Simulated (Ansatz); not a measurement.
**Run report: BSi$_{2}$NH$_{8}$, molecular dynamics**

System: BSi$_{2}$NH$_{8}$, SMILES BN[SiH2][SiH3].
Method: RKS revPBE/6-31G* (Ansatz 0.2.0).

The geometry comes from this level: PBE0-D4/def2-TZVP. Figures and captions count atoms from 1; the log counts them from 0 in places.

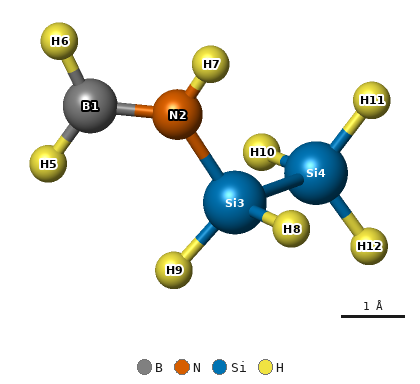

Fig. 1: The starting structure (ball-and-stick view, seen at a tilt; atoms are numbered from 1 in the order of the input). Bond lengths as drawn: B–H 1.20 Å, B–N 1.40 Å, H–N 1.01 Å, H–Si 1.48 to 1.49 Å, N–Si 1.75 Å and Si–Si 2.34 Å.

**The input**
```yaml
crystal:
  periodic: [false, false, false]
  atoms:
    - {symbol: B, position_ang: [-0.295418, 2.312926, 0.345853]}
    - {symbol: N, position_ang: [-0.357212, 0.981918, 0.771374]}
    - {symbol: Si, position_ang: [-0.792174, -0.410770, -0.196796]}
    - {symbol: Si, position_ang: [1.029502, -1.866013, -0.439380]}
    - {symbol: H, position_ang: [-0.582441, 2.573629, -0.787603]}
    - {symbol: H, position_ang: [0.042069, 3.164843, 1.117474]}
    - {symbol: H, position_ang: [-0.102298, 0.800614, 1.733023]}
    - {symbol: H, position_ang: [-1.910214, -1.146363, 0.459138]}
    - {symbol: H, position_ang: [-1.247838, 0.097614, -1.513680]}
    - {symbol: H, position_ang: [2.137297, -1.199639, -1.175472]}
    - {symbol: H, position_ang: [1.533593, -2.273751, 0.901795]}
    - {symbol: H, position_ang: [0.622136, -3.090107, -1.181726]}
basis:
  gaussian: {orbitals: "6-31G*"}
hamiltonian: {xc: {name: revPBE}}
md: {timestep: 2 fs, n_steps: 30, ensemble: nve, temperature: 1000, initial_velocities: maxwell_boltzmann, seed: 513}
```

Run on 4 threads of Arm Neoverse V2, 108 GiB of memory available, shared host.

Command:
```bash
ansatz run in.yaml --threads 4 --pin off --events-out ev --progress --plain --max-ram 10444MiB
```

**The program's output**
```
Functional definition: revPBE
  name "revPBE"
  cite "Zhang & Yang, Phys. Rev. Lett. 80, 890 (1998) doi:10.1103/PhysRevLett.80.890"
  cite "Perdew, Burke & Ernzerhof, Phys. Rev. Lett. 77, 3865 (1996) doi:10.1103/PhysRevLett.77.3865"
  parameter kappa = 1.245
  parameter beta = 0.06672455060314922
  exchange = pbe_x(kappa = kappa, mu = beta*pi^2/3)
  correlation = pbe_c(beta = beta)
1093 factors; their error is unknown
mean field evaluation 1: about -18041.2627 eV, gradient 5.5e1 eV
mean field evaluation 2: about -18020.6113 eV, gradient 1.0e2 eV
mean field evaluation 4: about -18047.7395 eV, gradient 5.4e0 eV
mean field evaluation 8: about -18047.8275 eV, gradient 3.5e-2 eV
mean field evaluation 16: about -18047.7332 eV, gradient 6.3e-5 eV
mean field -18047.73320986 eV, -663.2419622694 hartree, gradient 6.3e-5 eV, S^2 0.000000; 0 other end points of the search recorded, 0 dependent functions left out
the calculation of the forces begins
reference -18047.73326095 eV, -663.2419641468 hartree; 24, 24 occupied and 60, 60 virtual orbitals, 1093 factors
md step     0: t =     0.00 fs  T =  1000.0 K  F+E_penalty+E_count = -18047.73320986 eV  E_kin = 1.292600 eV  conserved = -18046.44060987 eV  (26 SCF iters)
these checks for a lower state are left out or cut short: starts, cluster_reference, orbital_swaps, neighbouring_geometries, increment
1093 factors; their error is unknown
mean field -18047.48064414 eV, -663.2326806503 hartree, gradient 8.1e-6 eV, S^2 0.000000; 0 other end points of the search recorded, 0 dependent functions left out
the calculation of the forces begins
reference -18047.48069525 eV, -663.2326825287 hartree; 24, 24 occupied and 60, 60 virtual orbitals, 1093 factors
md step     1: t =     2.00 fs  T =   842.0 K  F+E_penalty+E_count = -18047.48064414 eV  E_kin = 1.088314 eV  conserved = -18046.39232980 eV  (28 SCF iters)
[... from here on the SCF iterations and repeated set-up lines of each step are left out, up to the last step ...]
md step     2: t =     4.00 fs  T =   542.0 K  F+E_penalty+E_count = -18047.06109440 eV  E_kin = 0.700641 eV  conserved = -18046.36045352 eV  (27 SCF iters)
md step     3: t =     6.00 fs  T =   495.3 K  F+E_penalty+E_count = -18046.99725490 eV  E_kin = 0.640279 eV  conserved = -18046.35697602 eV  (28 SCF iters)
md step     4: t =     8.00 fs  T =   704.8 K  F+E_penalty+E_count = -18047.31475151 eV  E_kin = 0.911006 eV  conserved = -18046.40374554 eV  (28 SCF iters)
md step     5: t =    10.00 fs  T =   704.7 K  F+E_penalty+E_count = -18047.34102286 eV  E_kin = 0.910861 eV  conserved = -18046.43016160 eV  (28 SCF iters)
md step     6: t =    12.00 fs  T =   439.4 K  F+E_penalty+E_count = -18046.89721338 eV  E_kin = 0.568011 eV  conserved = -18046.32920278 eV  (28 SCF iters)
md step     7: t =    14.00 fs  T =   589.3 K  F+E_penalty+E_count = -18047.16603004 eV  E_kin = 0.761683 eV  conserved = -18046.40434709 eV  (28 SCF iters)
md step     8: t =    16.00 fs  T =   742.5 K  F+E_penalty+E_count = -18047.38470399 eV  E_kin = 0.959747 eV  conserved = -18046.42495664 eV  (27 SCF iters)
md step     9: t =    18.00 fs  T =   527.5 K  F+E_penalty+E_count = -18047.05758913 eV  E_kin = 0.681840 eV  conserved = -18046.37574874 eV  (27 SCF iters)
md step    10: t =    20.00 fs  T =   377.0 K  F+E_penalty+E_count = -18046.84487781 eV  E_kin = 0.487311 eV  conserved = -18046.35756713 eV  (27 SCF iters)
md step    11: t =    22.00 fs  T =   516.3 K  F+E_penalty+E_count = -18047.04447553 eV  E_kin = 0.667317 eV  conserved = -18046.37715853 eV  (28 SCF iters)
md step    12: t =    24.00 fs  T =   708.0 K  F+E_penalty+E_count = -18047.33917448 eV  E_kin = 0.915109 eV  conserved = -18046.42406516 eV  (28 SCF iters)
md step    13: t =    26.00 fs  T =   529.5 K  F+E_penalty+E_count = -18047.09465146 eV  E_kin = 0.684427 eV  conserved = -18046.41022426 eV  (28 SCF iters)
md step    14: t =    28.00 fs  T =   316.9 K  F+E_penalty+E_count = -18046.73317724 eV  E_kin = 0.409620 eV  conserved = -18046.32355726 eV  (28 SCF iters)
md step    15: t =    30.00 fs  T =   556.0 K  F+E_penalty+E_count = -18047.14669489 eV  E_kin = 0.718637 eV  conserved = -18046.42805816 eV  (28 SCF iters)
md step    16: t =    32.00 fs  T =   569.3 K  F+E_penalty+E_count = -18047.13525997 eV  E_kin = 0.735896 eV  conserved = -18046.39936406 eV  (28 SCF iters)
md step    17: t =    34.00 fs  T =   390.6 K  F+E_penalty+E_count = -18046.87070737 eV  E_kin = 0.504864 eV  conserved = -18046.36584307 eV  (28 SCF iters)
md step    18: t =    36.00 fs  T =   384.2 K  F+E_penalty+E_count = -18046.85934743 eV  E_kin = 0.496635 eV  conserved = -18046.36271260 eV  (28 SCF iters)
md step    19: t =    38.00 fs  T =   596.7 K  F+E_penalty+E_count = -18047.16012757 eV  E_kin = 0.771333 eV  conserved = -18046.38879477 eV  (29 SCF iters)
md step    20: t =    40.00 fs  T =   700.6 K  F+E_penalty+E_count = -18047.34104388 eV  E_kin = 0.905614 eV  conserved = -18046.43542995 eV  (28 SCF iters)
md step    21: t =    42.00 fs  T =   436.4 K  F+E_penalty+E_count = -18046.91782497 eV  E_kin = 0.564027 eV  conserved = -18046.35379836 eV  (28 SCF iters)
md step    22: t =    44.00 fs  T =   456.6 K  F+E_penalty+E_count = -18046.96678948 eV  E_kin = 0.590197 eV  conserved = -18046.37659214 eV  (28 SCF iters)
md step    23: t =    46.00 fs  T =   667.4 K  F+E_penalty+E_count = -18047.28661274 eV  E_kin = 0.862620 eV  conserved = -18046.42399235 eV  (27 SCF iters)
md step    24: t =    48.00 fs  T =   544.5 K  F+E_penalty+E_count = -18047.09335358 eV  E_kin = 0.703777 eV  conserved = -18046.38957702 eV  (27 SCF iters)
md step    25: t =    50.00 fs  T =   354.3 K  F+E_penalty+E_count = -18046.81412463 eV  E_kin = 0.457956 eV  conserved = -18046.35616815 eV  (27 SCF iters)
md step    26: t =    52.00 fs  T =   448.6 K  F+E_penalty+E_count = -18046.94394814 eV  E_kin = 0.579876 eV  conserved = -18046.36407229 eV  (29 SCF iters)
md step    27: t =    54.00 fs  T =   733.5 K  F+E_penalty+E_count = -18047.35672745 eV  E_kin = 0.948154 eV  conserved = -18046.40857354 eV  (27 SCF iters)
md step    28: t =    56.00 fs  T =   762.6 K  F+E_penalty+E_count = -18047.41361791 eV  E_kin = 0.985738 eV  conserved = -18046.42788007 eV  (27 SCF iters)
md step    29: t =    58.00 fs  T =   580.8 K  F+E_penalty+E_count = -18047.08071155 eV  E_kin = 0.750755 eV  conserved = -18046.32995646 eV  (26 SCF iters)
these checks for a lower state are left out or cut short: starts, cluster_reference, orbital_swaps, neighbouring_geometries, increment
1093 factors; their error is unknown
mean field -18047.40629976 eV, -663.2299485449 hartree, gradient 2.1e-5 eV, S^2 0.000000; 0 other end points of the search recorded, 0 dependent functions left out
the calculation of the forces begins
reference -18047.40635069 eV, -663.2299504166 hartree; 24, 24 occupied and 60, 60 virtual orbitals, 1093 factors
1093 factors; their error is unknown
mean field evaluation 256: about -18047.4999 eV, gradient 2.9e-1 eV
mean field -18047.40629976 eV, -663.2299485449 hartree, gradient 2.0e-5 eV, S^2 0.000000; 1 other end points of the search recorded, 0 dependent functions left out
the calculation of the forces begins
reference -18047.40635069 eV, -663.2299504166 hartree; 24, 24 occupied and 60, 60 virtual orbitals, 1093 factors
md step    30: t =    60.00 fs  T =   763.5 K  F+E_penalty+E_count = -18047.40629976 eV  E_kin = 0.986871 eV  conserved = -18046.41942892 eV  (27 SCF iters)
```

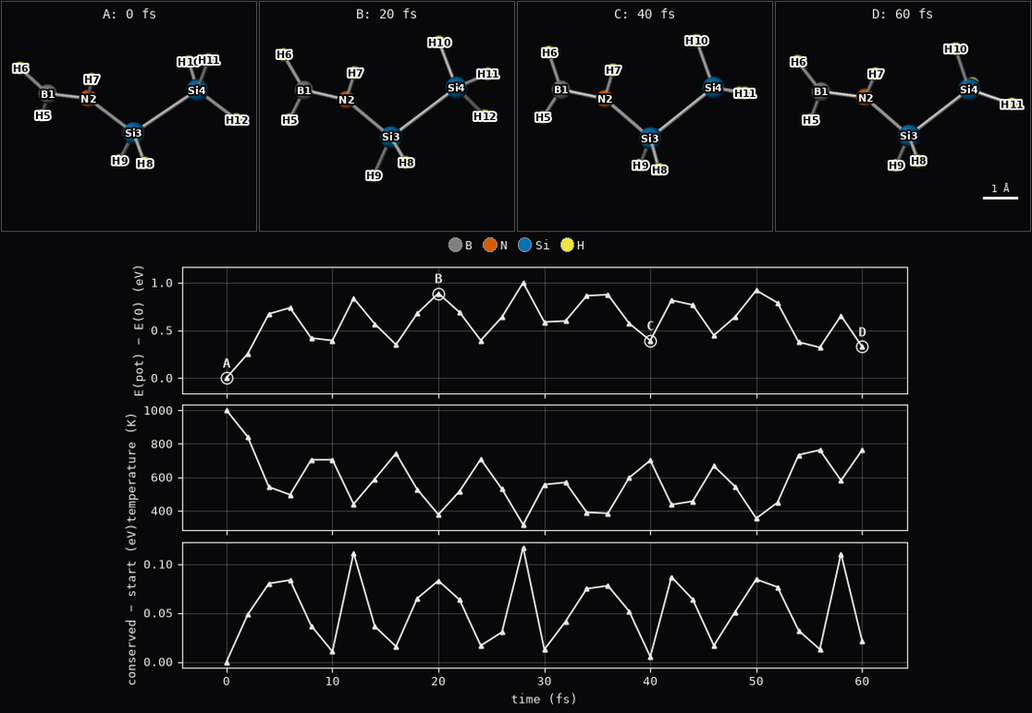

Fig. 2: Frames of the molecular dynamics (ball-and-stick, seen at a tilt) above the curves, on which the letters mark them. The trajectory kept here has 31 frames over 60 fs. The temperature starts at 1000 K, ranges from 317 to 1000 K and averages 559 K over the second half. The potential energy ends 0.327 eV above its first value. The conserved quantity stays within 0.12 eV. After an unweighted best fit of the last frame on the first, the root-mean-square displacement is 0.91 Å, and H10 has moved furthest (1.77 Å).

```
Total energy: -18047.40635069 eV, -663.2299504166 hartree
Atom 0 at    -0.261476     2.355009     0.306752 Å, force    -0.543126     0.040378    -0.532630 eV/Å
Atom 1 at    -0.210169     0.972713     0.585061 Å, force     0.988938    -0.023786     1.719070 eV/Å
Atom 2 at    -0.864927    -0.484644    -0.135085 Å, force     0.366632    -0.375120     0.528297 eV/Å
Atom 3 at     1.011619    -1.810617    -0.405216 Å, force    -0.614577     0.285917    -1.290897 eV/Å
Atom 4 at    -0.919758     2.625096    -0.699554 Å, force     0.365226     0.287289     0.420558 eV/Å
Atom 5 at     0.284760     3.147529     1.056750 Å, force    -0.116303    -0.126201    -0.293667 eV/Å
Atom 6 at     0.339401     0.695332     1.441002 Å, force    -0.428999     0.511622    -0.707377 eV/Å
Atom 7 at    -1.814415    -1.131059     0.789818 Å, force    -0.433163    -0.211688     0.355798 eV/Å
Atom 8 at    -1.528575    -0.122445    -1.337967 Å, force    -0.806673     0.360811    -1.367285 eV/Å
Atom 9 at     1.867933    -1.275075     0.604669 Å, force     1.162103     0.385869     1.006494 eV/Å
Atom 10 at     0.802438    -3.222640    -0.188915 Å, force    -0.123470    -1.134971     0.169921 eV/Å
Atom 11 at     1.578556    -1.598461    -1.775826 Å, force     0.183412    -0.000119    -0.008281 eV/Å
Dipole moment:     0.059228    -0.331669     0.130926 e Å
```

**Trajectory as extended XYZ (Å, eV, eV/Å), 8 of the 31 frames kept, from step=0 to step=30**
```
12
Properties=species:S:1:pos:R:3:forces:R:3 step=0 time_fs=0.0 energy=-18047.73321 temperature=1000.0
B    -0.2954    2.3129    0.3459    0.0212   0.5660  -0.1843
N    -0.3572    0.9819    0.7714   -0.0011   0.0224   0.1366
Si   -0.7922   -0.4108   -0.1968   -0.0429  -0.5018  -0.2910
Si    1.0295   -1.8660   -0.4394   -0.1081   0.0652  -0.0023
H    -0.5824    2.5736   -0.7876   -0.0532   0.0707  -0.2304
H     0.0421    3.1648    1.1175    0.0775   0.1893   0.1838
H    -0.1023    0.8006    1.7330    0.1478  -0.1013   0.5502
H    -1.9102   -1.1464    0.4591   -0.2357  -0.1452   0.1083
H    -1.2478    0.0976   -1.5137   -0.1005   0.0769  -0.2325
H     2.1373   -1.1996   -1.1755    0.2211   0.0953  -0.1307
H     1.5336   -2.2738    0.9018    0.1190  -0.0922   0.2315
H     0.6221   -3.0901   -1.1817   -0.0451  -0.2453  -0.1393
12
Properties=species:S:1:pos:R:3:forces:R:3 step=4 time_fs=8.0 energy=-18047.31475 temperature=704.8
B    -0.2812    2.3143    0.3305    0.7393   1.6929   0.2969
N    -0.3641    1.0057    0.7649   -0.2202  -1.7879  -0.3324
Si   -0.8391   -0.4144   -0.2104   -1.0539   0.3739  -0.0732
Si    1.0588   -1.8659   -0.4144    1.0918  -0.8814  -0.8229
H    -0.7161    2.7374   -0.7352    0.1114  -0.3531   0.3688
H     0.3418    2.9962    1.1347   -0.3296   0.4084  -0.3902
H     0.0497    0.7389    1.6638    0.0387   0.3251   0.0071
H    -1.9324   -1.0824    0.6276    0.2999  -0.1529  -0.3934
H    -1.5467    0.1725   -1.5067    0.8292  -0.6692   0.8859
H     2.3265   -1.2162   -1.0493   -0.7527  -0.0124   0.4792
H     1.6007   -2.6846    0.7958   -0.5434   0.7126  -0.3279
H     0.8026   -2.9808   -1.4396   -0.2105   0.3440   0.3022
12
Properties=species:S:1:pos:R:3:forces:R:3 step=9 time_fs=18.0 energy=-18047.05759 temperature=527.5
B    -0.2209    2.3877    0.3436   -0.4290  -1.1263   0.0407
N    -0.3739    0.9786    0.7418    0.1985   2.4383  -0.9406
Si   -0.9026   -0.4218   -0.2066   -0.7045  -0.4261  -0.2980
Si    1.1024   -1.8831   -0.4079    0.6519   0.4177  -0.6061
H    -0.8714    2.7810   -0.6094    0.2331  -0.0473   0.1464
H     0.5371    3.1279    0.9673   -0.3667  -0.3560  -0.1023
H     0.2234    0.8117    1.5347    0.3677  -0.6223   0.6490
H    -1.8985   -1.2267    0.6740    0.3339   0.3183  -0.5579
H    -1.7211    0.0939   -1.5567    1.2013  -0.6462   1.5407
H     2.4506   -1.0067   -0.6829   -1.3652  -0.8578   0.3889
H     1.3812   -2.9257    0.7295   -0.2807   0.8175  -0.5407
H     0.8673   -2.7031   -1.6730    0.1597   0.0902   0.2799
12
Properties=species:S:1:pos:R:3:forces:R:3 step=13 time_fs=26.0 energy=-18047.09465 temperature=529.5
B    -0.1932    2.3848    0.3610   -0.6947   0.3623  -0.6374
N    -0.3547    1.0365    0.7081    0.2842  -1.5016   0.3000
Si   -0.9466   -0.4413   -0.1892    2.7770  -0.4594   1.8330
Si    1.1298   -1.8884   -0.4192   -2.6313   0.8055  -0.5550
H    -0.9117    2.7939   -0.4991   -0.2267   0.1414  -0.4388
H     0.5607    3.1732    0.8419    0.3806  -0.1007   0.5395
H     0.2886    0.6651    1.4208    0.0044   0.3547   0.1676
H    -1.8617   -1.3189    0.5469   -0.6332  -0.1105   0.5401
H    -1.5344   -0.0798   -1.3925   -1.0047   0.7298  -2.1388
H     2.2485   -1.0087   -0.3229    1.3306   0.7466   0.0159
H     1.1146   -2.8557    0.6704    0.1214  -0.6591   0.5138
H     0.9656   -2.4959   -1.7688    0.2923  -0.3089  -0.1400
12
Properties=species:S:1:pos:R:3:forces:R:3 step=17 time_fs=34.0 energy=-18046.87071 temperature=390.6
B    -0.2009    2.4065    0.3439   -0.1860   0.2738  -0.1811
N    -0.3234    1.0434    0.6847    0.2465  -1.8581   0.4180
Si   -0.9520   -0.4675   -0.1556    0.1570   0.2182  -1.9509
Si    1.1186   -1.8740   -0.4375   -0.3312   0.9461   1.4226
H    -0.9620    2.8414   -0.5037    0.2891   0.0449   0.1444
H     0.6557    3.0640    0.9212   -0.3511  -0.0671  -0.1576
H     0.3547    0.6771    1.3935   -0.4051   0.6101  -0.3590
H    -2.0280   -1.3345    0.5777    0.5493   0.7535  -0.2481
H    -1.5292   -0.0813   -1.6952    0.5869  -0.3662   2.0574
H     2.3505   -0.9155    0.0629   -1.1451  -1.1387  -0.7152
H     0.8919   -2.9651    0.6851    0.4425   0.5087  -0.9894
H     1.2477   -2.4145   -1.8625    0.1473   0.0747   0.5588
12
Properties=species:S:1:pos:R:3:forces:R:3 step=21 time_fs=42.0 energy=-18046.91783 temperature=436.4
B    -0.2216    2.4277    0.3186   -0.0997  -1.8293   0.3992
N    -0.2967    0.9910    0.6602    0.7152   1.6608   0.2030
Si   -0.9398   -0.4891   -0.1468    2.7684  -0.0986   2.3601
Si    1.0891   -1.8412   -0.4359   -2.0342  -0.2949  -0.7065
H    -0.9265    2.9492   -0.5176    0.1202  -0.1319   0.0585
H     0.6355    2.9729    0.9799   -0.2231   0.4329  -0.1542
H     0.4186    0.8714    1.4180   -0.7786  -0.5238  -0.6937
H    -2.0462   -1.0771    0.5956   -0.4857  -0.5601   0.5502
H    -1.4019   -0.1413   -1.3692   -1.3249   1.0515  -3.1766
H     2.1649   -1.1718    0.1571    1.6777   1.2466   0.9428
H     0.8772   -3.0122    0.3892   -0.0864  -1.0354   0.5720
H     1.5915   -2.3302   -1.7522   -0.2488   0.0823  -0.3549
12
Properties=species:S:1:pos:R:3:forces:R:3 step=26 time_fs=52.0 energy=-18046.94395 temperature=448.6
B    -0.2488    2.3553    0.3135    0.3094   1.2843   0.0626
N    -0.2554    0.9980    0.6107    0.5860  -1.4746   0.8309
Si   -0.8876   -0.5023   -0.1279   -1.8440   1.5400  -1.6857
Si    1.0302   -1.8096   -0.4263    2.1030  -1.5432   1.0237
H    -0.8474    2.9204   -0.5416   -0.5126  -0.3296  -0.6016
H     0.4361    3.0969    0.9637    0.2200  -0.0285   0.3905
H     0.3675    0.7284    1.4033   -0.3314   0.4261  -0.3981
H    -2.0637   -0.9921    0.7675    0.7908  -0.1564  -0.5046
H    -1.5593    0.0212   -1.5677    0.7803  -0.8360   1.6810
H     2.2342   -1.1705    0.4864   -1.3693  -0.5565  -0.7774
H     0.8734   -3.3134    0.0873   -0.0481   1.2173  -0.2516
H     1.7762   -2.0627   -1.7503   -0.6840   0.4571   0.2302
12
Properties=species:S:1:pos:R:3:forces:R:3 step=30 time_fs=60.0 energy=-18047.40630 temperature=763.5
B    -0.2615    2.3550    0.3068   -0.5431   0.0404  -0.5326
N    -0.2102    0.9727    0.5851    0.9889  -0.0238   1.7191
Si   -0.8649   -0.4846   -0.1351    0.3666  -0.3751   0.5283
Si    1.0116   -1.8106   -0.4052   -0.6146   0.2859  -1.2909
H    -0.9198    2.6251   -0.6996    0.3652   0.2873   0.4206
H     0.2848    3.1475    1.0568   -0.1163  -0.1262  -0.2937
H     0.3394    0.6953    1.4410   -0.4290   0.5116  -0.7074
H    -1.8144   -1.1311    0.7898   -0.4332  -0.2117   0.3558
H    -1.5286   -0.1224   -1.3380   -0.8067   0.3608  -1.3673
H     1.8679   -1.2751    0.6047    1.1621   0.3859   1.0065
H     0.8024   -3.2226   -0.1889   -0.1235  -1.1350   0.1699
H     1.5786   -1.5985   -1.7758    0.1834  -0.0001  -0.0083
```

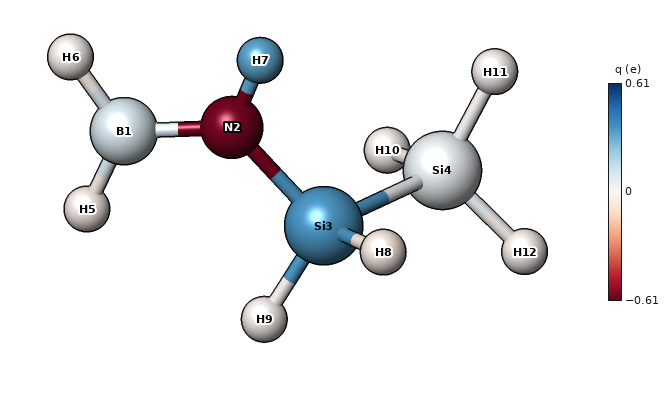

Fig. 3: Mulliken charges, as the colour of each atom (ball-and-stick view, seen at a tilt; atoms are numbered from 1 in the order of the input). By element: B +0.09, N −0.58, Si +0.03 to +0.35 and H −0.05 to +0.32 e.

**Summary**

- outcome: finished
- mean temperature over the second half: 559 K
- trajectory: 30 steps, 60 fs
- ensemble: nve
- temperature in the input: 1000 K
- time step: 2 fs
- potential energy (last step): −18047.4064 eV
- SCF solution under orbital rotations (last step): stable
- largest force (length of the vector) (last step): 1.983 eV/Å
- dipole moment (last step): 1.74 D
- wall time: 26 s (CPU time 97 s)
- peak memory: 0.13 GiB

**Remarks**

So short a trajectory is not equilibrated.
